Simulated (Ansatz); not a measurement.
# Be2N (built on the sites of a database entry of Ba2N): relaxing the cell for a phonon run

Task: relax Be2N (built on the sites of a database entry of Ba2N) tightly.

Main program and level: Ansatz 0.2.0; DFT PBEsol, scalar-relativistic, plane waves, PAW.

The structure was built from a prototype and need not be the compound's stable phase.

### 1. Set-up

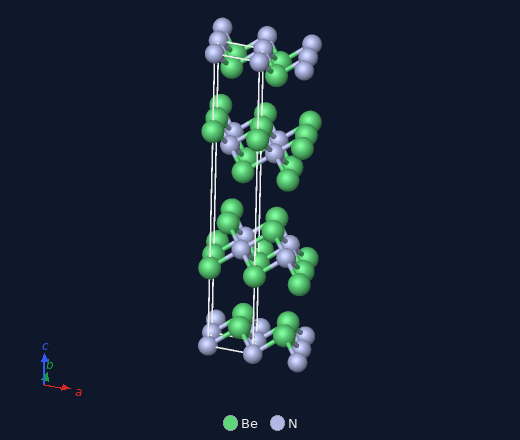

The cell as given, slightly off an axis (beryllium green, nitrogen light blue). 2×2×1 cells are drawn. This picture shows the conventional cell, with its axes. Bonds to atoms that aren't drawn are left out. Some periodic images of atoms are drawn too.

### 2. A coarse first look

First a cheap look: the gap decides the mesh and the occupations, the pressure tells how far the cell has to move.

input.yaml

```yaml
crystal:
  lattice:
    - [1.10484, 0.63788, 4.09963]
    - [-1.10484, 0.63788, 4.09963]
    - [0.0, -1.27576, 4.09963]
  atoms:
    - { symbol: Be, position: [0.26647, 0.26647, 0.26647] }
    - { symbol: Be, position: [0.73353, 0.73353, 0.73353] }
    - { symbol: "N", position: [0.0, 0.0, 0.0] }
kpoints:
  mp_grid: { grid: [9, 9, 9] }
hamiltonian:
  xc: pbesol
scf:
  occupations: { method: gaussian, width: 0.1 }
output:
  forces: true
  stress: true
  eigenvalues: true
```

Launch:

```sh
> ansatz run input.yaml --threads 8 --pin off --max-ram 14336MiB --backend cpu --events-out ev --progress --plain --runs-dir out
```

Numbers of over 12 decimals in the logs are rounded to 6 here.

What it wrote:

```text
[...]
k-point 0: bands = ["-9.9525", "2.7023", "4.5356", "12.1612", "12.1612", "18.9434", "26.0647", "26.0647", "28.7926"]
  k-point 1: bands = ["-9.6276", "2.7947", "5.0759", "10.6893", "11.5574", "19.0018", "25.9060", "26.6491", "28.7388"]
  k-point 2: bands = ["-8.6647", "3.0902", "6.3068", "7.7867", "10.2896", "18.7906", "24.7843", "26.2152", "26.5020"]
  k-point 84: bands = ["-9.5650", "0.8533", "10.0990", "10.5545", "11.5440", "13.9645", "25.8125", "26.9674", "28.7558"]
[key lines of the parts left out:]
SCF converged after 7 iterations
Free energy (F): -557.493309 eV
Fermi energy:    11.594132 eV
P = ⅓ Tr σ = 127.3748 GPa (1273.748 kbar)
```

Run time: 0.27 s. Hardware: 8 threads of Intel Xeon Platinum 8488C (Sapphire Rapids), shared host; peak memory 0.34 GiB.

This run has no spin polarisation although its electron count is odd.

This step gave:

```
pressure          : 127.4 GPa
volume per atom   : 5.778 Å³
gap on the k-mesh : 0 eV
```

The coarse mesh shows no gap and a pressure of 127.4 GPa.

### 3. Rough relaxation

A rough relaxation comes first, because large forces or stress need no tight tolerances yet.

input.yaml, as its differences from that of step 2:

```diff
@@ -10,3 +10,3 @@
 kpoints:
-  mp_grid: { grid: [9, 9, 9] }
+  mp_grid: { grid: [12, 12, 12] }
 hamiltonian:
@@ -19 +19,6 @@
   eigenvalues: true
+relax:
+  adjacent_minimum: "off"
+  f_tol: 0.05
+  max_steps: 80
+  cell: { stress_tol: 0.5 }
```

What it wrote:

```text
[...]
Crystal: 3 atoms, lattice volume = 17.335 Å³
Basis set: ecut = 420 eV, 349 PW (Γ), FFT grids on a1−a3, a2−a3, a3, exchange–correlation on 30×30×60 points (8 copies of the dense FFT grid, shifted against one another)
Bands: 9, of which v1, the nominal top of the filled ones, is band 5 counted from 1 (4 counted from 0)
Symmetry: 12 space group operations
[...]
F+E_penalty+E_count = -560.62153030 eV   max|allowed force component| = 1.655e-4 eV/Å   (the final SCF, on the basis selected at the relaxed cell)
  cell:  # Å, volume = 24.5259 Å³
    - [1.323233, 0.763969, 4.043536]
    - [-1.323233, 0.763969, 4.043536]
    - [2.791382007690161e-17, -1.527938, 4.043536]
  atoms:
    - { symbol: Be, position: [0.267702, 0.267702, 0.267702] }
    - { symbol: Be, position: [0.732298, 0.732298, 0.732298] }
    - { symbol: N, position: [0, 0, 0] }
[key lines of the parts left out:]
SCF converged after 4 iterations
Free energy (F): -560.621530 eV
Fermi energy:    8.298001 eV
P = ⅓ Tr σ = 0.0366 GPa (0.366 kbar)
```

Run time: 4.9 s. Hardware: 8 threads; peak memory 0.46 GiB; 29 s of CPU time.

Step by step:

```csv
step,energy less that of the first step (eV),largest force component (eV/Å),pressure (GPa),volume (Å³)
1,0.0000,2.6041,127.36,17.34
2,-1.5050,0.9194,79.00,19.01
3,-2.4355,0.6202,43.13,20.86
4,-2.8975,0.3209,15.47,22.76
5,-2.9902,0.0985,3.10,23.43
6,-2.9931,0.0343,0.18,23.73
7*,-3.1199,0.0697,5.46,23.73
8,-3.1314,0.0090,0.75,24.37
9,-3.1311,0.0611,0.19,24.52
10,-3.1313,0.0003,0.01,24.53
11*,-3.1337,0.0002,0.04,24.53
```

Relaxation steps marked * repeat the geometry before them on a plane-wave basis chosen anew for their cell, so energy and pressure can jump there.

The run keeps the 12 symmetry operations that it works with, so distortions that break them were not tested.

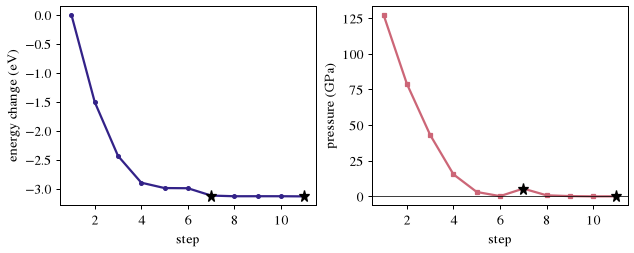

Energy and pressure along the relaxation. Stars mark steps on a basis chosen anew.

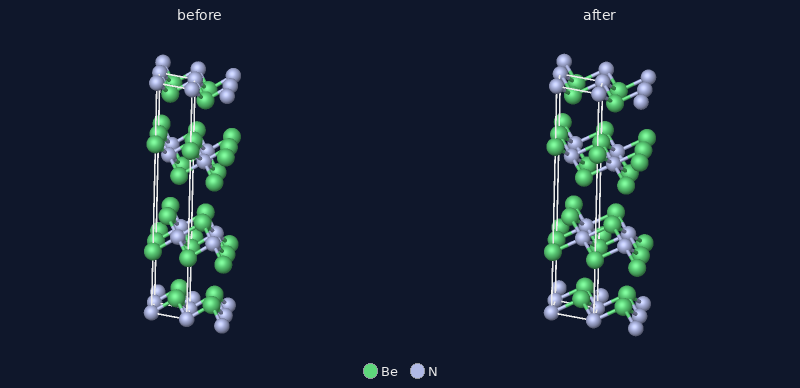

Before and after, at one scale. Bonds to atoms that aren't drawn are left out.

| cell as run | before | after | change |
| --- | --- | --- | --- |
| a (Å) | 4.294 | 4.323 | +0.7 % |
| b (Å) | 4.294 | 4.323 | +0.7 % |
| c (Å) | 4.294 | 4.323 | +0.7 % |
| α (°) | 29.82 | 35.65 | +19.5 % |
| β (°) | 29.82 | 35.65 | +19.5 % |
| γ (°) | 29.82 | 35.65 | +19.5 % |
| volume (Å³/atom) | 5.78 | 8.18 | +41.5 % |

The atoms that moved most (Å, as changes of fractional coordinates times the final cell):

```
atom     dx     dy      dz  length
 Be2  0.000  0.000  -0.015   0.015
 Be1  0.000  0.000   0.015   0.015
```

The relaxed structure:

```cif
data_structure
_symmetry_space_group_name_H-M 'P 1'
_symmetry_Int_Tables_number 1
_cell_length_a 4.3226
_cell_length_b 4.3226
_cell_length_c 4.3226
_cell_angle_alpha 35.651
_cell_angle_beta 35.651
_cell_angle_gamma 35.651
_cell_volume 24.53
loop_
_atom_site_label
_atom_site_type_symbol
_atom_site_fract_x
_atom_site_fract_y
_atom_site_fract_z
_atom_site_occupancy
Be1 Be 0.26770 0.26770 0.26770 1
Be2 Be 0.73230 0.73230 0.73230 1
N3 N 0.00000 0.00000 0.00000 1
```

Numbers from this step:

```yaml
pressure: 0.03656 GPa
volume_per_atom: 8.175 Å³
```

In this step the volume went from 5.78 to 8.18 Å³/atom.

### 4. Bringing the structure to rest

The cell and atoms are relaxed, since residual forces and stress would shift the frequencies.

input.yaml, the sections that differ from step 3:

```yaml
crystal:
  lattice:
    - [1.32323316, 0.7639690211, 4.043535509]
    - [-1.32323316, 0.7639690211, 4.043535509]
    - [0.0, -1.5279380423, 4.043535509]
  atoms:
    - { symbol: Be, position: [0.2677018498, 0.2677018498, 0.2677018498] }
    - { symbol: Be, position: [0.7322981502, 0.7322981502, 0.7322981502] }
    - { symbol: "N", position: [0.0, 0.0, 0.0] }
kpoints:
  mp_grid: { grid: [18, 18, 18] }
relax:
  adjacent_minimum: "off"
  f_tol: 0.005
  max_steps: 80
  cell: { stress_tol: 0.05 }
# hamiltonian, scf, output: as in step 3
```

What it wrote:

```text
[...]
Crystal: 3 atoms, lattice volume = 24.526 Å³
Basis set: ecut = 420 eV, 493 PW (Γ), FFT grids on a1−a3, a2−a3, a3, exchange–correlation on 36×36×60 points (8 copies of the dense FFT grid, shifted against one another)
Bands: 9, of which v1, the nominal top of the filled ones, is band 5 counted from 1 (4 counted from 0)
[... 1 set-up line as in the run before ...]
[...]
k-points: 580 of 5832
[...]
SCF iter   1: F=—  HF=-560.640578 eV  |F-HF|=—  |Δ(HF+E_count)|=         —  Δρ=1.46e-2  dr2=5.05e-2  ethr=1.77e-3  ⟨swp⟩=5.1  Hψ=38472  notcnv=0
[...]
SCF iter   6: F=-560.625347 eV  HF=-560.625347 eV  |F-HF|=5.01e-11  |Δ(HF+E_count)|=   1.15e-9  Δρ=1.31e-6  dr2=2.17e-10  ethr=2.23e-10  ⟨swp⟩=2.6  Hψ=17680  notcnv=0
SCF 1 converged in 6 iterations: F = -560.625347 eV  dr2 = 2.17e-10
[...]
relax step   1: F+E_penalty+E_count = -560.62534677 eV  Δ(F+E_penalty+E_count) = +0.000e0 eV  max|allowed force component| = 2.362e-2 eV/Å  Δτ_max = 0.0000 Å  P = -0.026 GPa  Ω = 24.526 Å³  (6 SCF iters, dr2 threshold 1.00e-7 eV, accepted)
Crystal: 3 atoms, lattice volume = 24.369 Å³
Basis set: ecut = 420 eV, 481 PW (Γ), FFT grids on a1−a3, a2−a3, a3, exchange–correlation on 36×36×60 points (8 copies of the dense FFT grid, shifted against one another)
[...]
SCF iter   4: F=-560.625976 eV  HF=-560.625976 eV  |F-HF|=2.09e-9  |Δ(HF+E_count)|=   1.77e-6  Δρ=2.42e-5  dr2=6.67e-8  ethr=1.90e-9  ⟨swp⟩=3.2  Hψ=21130  notcnv=0
SCF 2 converged in 4 iterations: F = -560.625976 eV  dr2 = 6.67e-8
relax step   2: F+E_penalty+E_count = -560.62597636 eV  Δ(F+E_penalty+E_count) = -6.296e-4 eV  max|allowed force component| = 3.885e-3 eV/Å  Δτ_max = 0.0056 Å  P = +0.213 GPa  Ω = 24.369 Å³  energy of the carried Pulay correction = +4.021e-4 eV  (4 SCF iters, dr2 threshold 1.71e-7 eV, accepted)
Crystal: 3 atoms, lattice volume = 24.396 Å³
[...]
SCF iter   3: F=-560.625926 eV  HF=-560.625926 eV  |F-HF|=3.08e-8  |Δ(HF+E_count)|=   6.21e-7  Δρ=2.35e-5  dr2=8.49e-8  ethr=1.98e-9  ⟨swp⟩=3.0  Hψ=19234  notcnv=0
SCF 3 converged in 3 iterations: F = -560.625926 eV  dr2 = 8.49e-8
relax step   3: F+E_penalty+E_count = -560.62592564 eV  Δ(F+E_penalty+E_count) = +5.072e-5 eV  max|allowed force component| = 6.613e-3 eV/Å  Δτ_max = 0.0005 Å  P = +0.081 GPa  Ω = 24.396 Å³  energy of the carried Pulay correction = +3.336e-4 eV  (3 SCF iters, dr2 threshold 1.78e-7 eV, accepted)
[...]
relax step   4: F+E_penalty+E_count = -560.62591273 eV  Δ(F+E_penalty+E_count) = +1.291e-5 eV  max|allowed force component| = 3.229e-3 eV/Å  Δτ_max = 0.0001 Å  P = +0.019 GPa  Ω = 24.402 Å³  energy of the carried Pulay correction = +3.176e-4 eV  (4 SCF iters, dr2 threshold 1.77e-8 eV, accepted)
[...]
SCF iter   5: F=-560.625633 eV  HF=-560.625633 eV  |F-HF|=1.48e-12  |Δ(HF+E_count)|=  8.41e-12  Δρ=1.58e-7  dr2=1.85e-12  ethr=1.00e-12  ⟨swp⟩=5.1  Hψ=18273  notcnv=0
SCF 5 converged in 5 iterations: F = -560.625633 eV  dr2 = 1.85e-12
relax step   5: F+E_penalty+E_count = -560.62563339 eV  Δ(F+E_penalty+E_count) = +2.793e-4 eV  max|allowed force component| = 3.293e-3 eV/Å  Δτ_max = 0.0000 Å  P = -0.002 GPa  Ω = 24.402 Å³  stress off target by 2.47e-2 GPa  SCF on the basis re-selected at this cell (its energy is not comparable with the rows above)  (5 SCF iters)
basis re-selected at this cell: Δ(F+E_penalty+E_count) = +2.793e-4 eV, ΔP = -0.021 GPa vs the last step (what re-selecting the basis moved, of the pressure what is left beyond the Pulay correction that the steps carried, after the strain that the cell walked since its last selection, with what the two solves' SCF thresholds leave and, on support functions, any second-order correction that the steps lacked; it is no m [...]
SCF converged after 5 iterations
Free energy (F): -560.625633 eV
[...]
Internal energy: -560.622074 eV  (E = F + TS)
E sigma→0 (E₀):  -560.623854 eV
Entropy (-TS):   -0.003560 eV (-1.187 meV/atom)
Fermi energy:    8.363319 eV
[...]
--- Forces (eV/Å), atoms counted from 1 ---
  atom   1  Be    -0.00000000     0.00000000    -0.00329287
  atom   2  Be     0.00000000    -0.00000000     0.00329287
  atom   3  N      0.00000000    -0.00000000     0.00000000
  max |Σ_I F_I| component: 9.25e-18 eV/Å
--- Stress (GPa, compression-positive) ---
        0.010004      -0.000000       0.000000
       -0.000000       0.010004       0.000000
        0.000000       0.000000      -0.024666
  P = ⅓ Tr σ = -0.0016 GPa (-0.016 kbar)
--- Band table (eV; the first three rows and the last of 580) ---
[...]
--- Relaxed structure (4 steps of the walk, 4 accepted, 1 SCFs on fresh bases) ---
[...]
cell:  # Å, volume = 24.4020 Å³
    - [1.323758, 0.764272, 4.019917]
    - [-1.323758, 0.764272, 4.019917]
    - [0, -1.528544, 4.019917]
  atoms:
    - { symbol: Be, position: [0.267276, 0.267276, 0.267276] }
    - { symbol: Be, position: [0.732724, 0.732724, 0.732724] }
    - { symbol: N, position: [0, 0, 0] }
```

Wall time 5.7 s (8 threads); peak memory 0.56 GiB; 38 s of CPU time.

Relaxation path:

| step | energy less that of the first step (eV) | largest force component (eV/Å) | pressure (GPa) | volume (Å³) |
| --- | --- | --- | --- | --- |
| 1 | 0.0000 | 0.0236 | -0.03 | 24.53 |
| 2 | -0.0006 | 0.0039 | 0.21 | 24.37 |
| 3 | -0.0006 | 0.0066 | 0.08 | 24.40 |
| 4 | -0.0006 | 0.0032 | 0.02 | 24.40 |
| 5* | -0.0003 | 0.0033 | 0.00 | 24.40 |

Relaxation steps marked * repeat the geometry before them on a plane-wave basis chosen anew for their cell, so energy and pressure can jump there.

The run keeps the 12 symmetry operations that it works with, so distortions that break them were not tested.

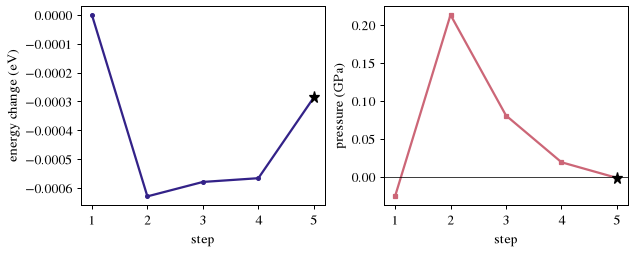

Energy and pressure along the relaxation. Stars mark steps on a basis chosen anew.

```
conventional cell, symmetrised  before   after  change
                         a (Å)   2.646   2.648  +0.0 %
                         b (Å)   2.646   2.648  +0.0 %
                         c (Å)  12.131  12.060  -0.6 %
              volume (Å³/atom)    8.18    8.13  -0.5 %
```

The relaxed structure:

```cif
data_structure
_symmetry_space_group_name_H-M 'P 1'
_symmetry_Int_Tables_number 1
_cell_length_a 4.3007
_cell_length_b 4.3007
_cell_length_c 4.3007
_cell_angle_alpha 35.853
_cell_angle_beta 35.853
_cell_angle_gamma 35.853
_cell_volume 24.40
loop_
_atom_site_label
_atom_site_type_symbol
_atom_site_fract_x
_atom_site_fract_y
_atom_site_fract_z
_atom_site_occupancy
Be1 Be 0.26728 0.26728 0.26728 1
Be2 Be 0.73272 0.73272 0.73272 1
N3 N 0.00000 0.00000 0.00000 1
```

This step gave:

| Quantity | Value |
| --- | --- |
| pressure | -0.001553 GPa |
| volume per atom | 8.134 Å³ |

In this step the volume went from 8.18 to 8.13 Å³/atom.

### 5. Relaxing to small forces for the phonons

Phonons need a cell at rest on their own settings, so the relaxation is repeated with tight tolerances on forces and stress on the k mesh and occupations of the first response run.

input.yaml

```yaml
crystal:
  lattice:
    - [1.3237582836, 0.7642722014, 4.0199172378]
    - [-1.3237582836, 0.7642722014, 4.0199172378]
    - [0.0, -1.5285444028, 4.0199172378]
  atoms:
    - { symbol: Be, position: [0.2672763555, 0.2672763555, 0.2672763555] }
    - { symbol: Be, position: [0.7327236445, 0.7327236445, 0.7327236445] }
    - { symbol: "N", position: [0.0, 0.0, 0.0] }
kpoints:
  mp_grid: { grid: [18, 18, 18] }
hamiltonian:
  xc: pbesol
scf:
  occupations: { method: methfessel_paxton, width: 0.15 }
output:
  forces: true
  stress: true
  eigenvalues: true
relax:
  adjacent_minimum: "off"
  f_tol: 0.001
  max_steps: 60
  cell: { stress_tol: 0.01 }
```

What it wrote:

```text
[...]
Crystal: 3 atoms, lattice volume = 24.402 Å³
Basis set: ecut = 420 eV, 481 PW (Γ), FFT grids on a1−a3, a2−a3, a3, exchange–correlation on 36×36×60 points (8 copies of the dense FFT grid, shifted against one another)
Bands: 9, of which v1, the nominal top of the filled ones, is band 5 counted from 1 (4 counted from 0)
[... 1 set-up line as in the run before ...]
[...]
--- Relaxed structure (6 steps of the walk, 5 accepted, 2 SCFs on fresh bases) ---
[...]
cell:  # Å, volume = 24.3804 Å³
    - [1.323802, 0.764297, 4.016092]
    - [-1.323802, 0.764297, 4.016092]
    - [-2.733310993619756e-19, -1.528595, 4.016092]
  atoms:
    - { symbol: Be, position: [0.267201, 0.267201, 0.267201] }
    - { symbol: Be, position: [0.732799, 0.732799, 0.732799] }
    - { symbol: N, position: [0, 0, 0] }
[key lines of the parts left out:]
SCF converged after 5 iterations
Free energy (F): -560.623951 eV
Fermi energy:    8.373308 eV
P = ⅓ Tr σ = -0.0011 GPa (-0.011 kbar)
```

Run time: 9.6 s. Hardware: 8 threads; peak memory 0.56 GiB.

Little changed from the start: no atom moved by 0.005 Å and no cell edge by 0.1 %.

This step gave:

```yaml
pressure: -0.001146 GPa
volume_per_atom: 8.127 Å³
```

The largest force component left is 0.010 meV/Å and the pressure is -0.001 GPa, within the tolerances set. The cell now holds 8.13 Å³/atom.

### 6. Outcome

```json
{
  "space group after relaxation (within 0.01 Å)": "R-3m",
  "lattice constant a": "2.648 Å",
  "lattice constant b": "2.648 Å",
  "lattice constant c": "12.048 Å",
  "volume per atom": "8.13 Å³"
}
```

What this shows: The largest force component left is 0.010 meV/Å and the pressure is -0.001 GPa, within the tolerances set. The cell now holds 8.13 Å³/atom. The relaxation keeps the symmetry of its start, so it says nothing on stability against lower symmetry. The runs are without spin polarisation, although the cell has an odd electron count. The starting cell was built on a prototype and not taken from a measurement, so the phase need not exist.

[Logs are printed without paths, hosts, clocks, repeated set-up lines and the standing remarks that a program may print on its own settings, such as how far it seeks lower states.]

[Hosts, paths, dates, database ids (printed as entryN), source tags and the programs' standing remarks are cut or masked in the printed files.]
